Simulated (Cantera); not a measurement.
Charge: 1 mol TiO2, 1.4 mol CH4, 11 mol H2, at 0.000580 bar.

These are equilibrium values from Cantera (NASA tables, ideal gas, pure condensed phases), not measurements of a reactor. Candidate condensed phases: C, C6H6, C7H8, C8H18, H2O, Ti, TiC, TiO, TiO2, Ti2O3, Ti3O5, Ti4O7; 113 gas species. Mutual solubility and eutectic melting of coexisting phases are not modelled. TiC, TiO: taken at fixed stoichiometry. Condensed phases not in the tables: solid solutions among these carbides, nitrides and lower oxides. The numbers say what is thermodynamically allowed, not how fast it happens.

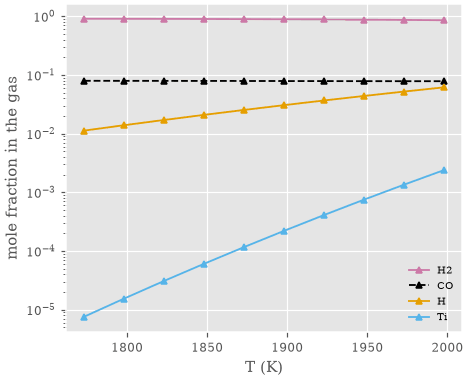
Figure: Equilibrium gas composition (values under 1e-9 drawn at 1e-9)

From 1773 K to 1998 K the condensed part is TiC(s) + TiO(s). The main Ti-bearing gas is TiO at 1773 K and Ti at 1998 K. The share of Ti in condensed phases is highest at 1773 K (100.0 %) and lowest at 1998 K (94.4 %).
